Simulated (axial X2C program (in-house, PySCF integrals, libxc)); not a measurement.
Run report: TeGa⁺, relativistic diatomic calculation

TeGa⁺, single determinant with Ω = 1. The distance is the PBE0 minimum at charge 1. Computed at this level: expectation values, HF and Kohn-Sham, two-component X2C with atomic mean-field Coulomb and Gaunt terms, Te dyall-cv3z, Ga dyall-cv3z (cores contracted) (axial X2C program (in-house, PySCF integrals, libxc)).

## Output
```
two-component X2C + atomic mean field  PBE0
basis functions 232  fitting functions 1255  grid points 5803
iter        total energy     max residual
   1      -8733.432509632     2.35e-06
   2      -8733.432509633     2.81e-06
converged
one-electron -12622.75586044  Coulomb 3835.99003481  exact exchange -62.22697633  xc functional -190.62308638  nuclear repulsion 310.87232653  atomic mean-field constant -4.68894783
```

## Expectation values by level of theory

```
                                             quantity   PBE0     HF  PBE50    PBE  B3LYP
effective field for an electron dipole moment (GV/cm)  −1.35  −1.77  −1.34  −1.44  −1.52
           field gradient at the first nucleus (a.u.)  −4.31  −5.50  −4.49  −3.73  −2.49
          field gradient at the second nucleus (a.u.)  −1.63  −1.45  −1.57  −1.69  −1.56
                           A∥/gI, first nucleus (MHz)   47.0   44.2   77.6   88.4    313
                          A∥/gI, second nucleus (MHz)   −229  −46.0   −168   −321   −293
```

Each column comes from one determinant with 2 or more unpaired spinors, which can mix states, in a basis with contracted cores. The levels disagree widely: A∥/gI at the first nucleus runs from 44.2 to 313 MHz, A∥/gI at the second nucleus runs from −321 to −46.0 MHz and the field gradient at the first nucleus runs from −5.50 to −2.49 a.u. They may not all have settled in the same state, and these values aren't reliable properties of the molecule.

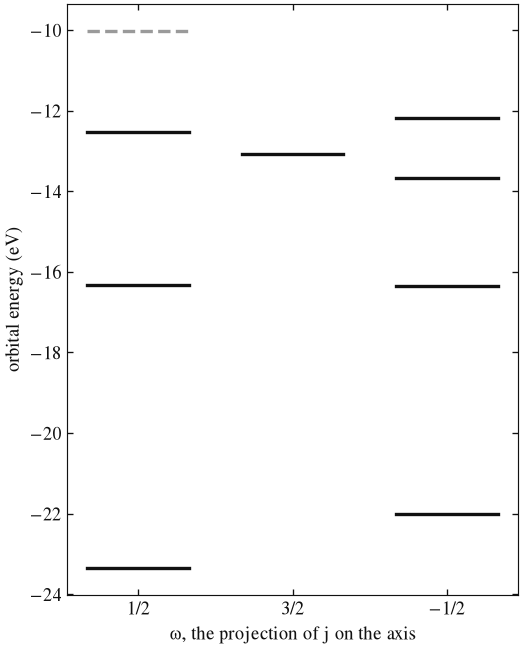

*Orbital energies (PBE0) near the frontier at 2.74 Å, filled (solid) and empty (dashed).*

The highest filled spinor (−1/2; 53 % Te p, 25 % Ga p) lies at −12.19 eV, the lowest empty one (1/2; 74 % Te p, 17 % Ga p) at −10.02 eV.

## The input
```
{"zs": [52, 31], "q": 1, "bas": ["dyall-cv3z", "dyall-cv3z"], "r0": 2.45, "levels": ["PBE0", "HF", "PBE50", "PBE", "B3LYP"], "nst": 3}
```

The line is the task of a batch: nuclear charges, charge, bases, the levels to run, a first guess of the distance and further settings. This report covers the levels named above. The log is that of the reference distance, started from orbitals converged before.

The run was one of a batch that the task file lists, launched with:
```bash
python <driver script> task.json out
```

## Summary

```
   quantity                                                                  value
    outcome                        converged; the levels of theory disagree widely
   hardware  1 thread of Arm Neoverse V1, 112 GiB of memory available, shared host
  wall time                                                                  7.7 s
peak memory                                                               0.51 GiB
```
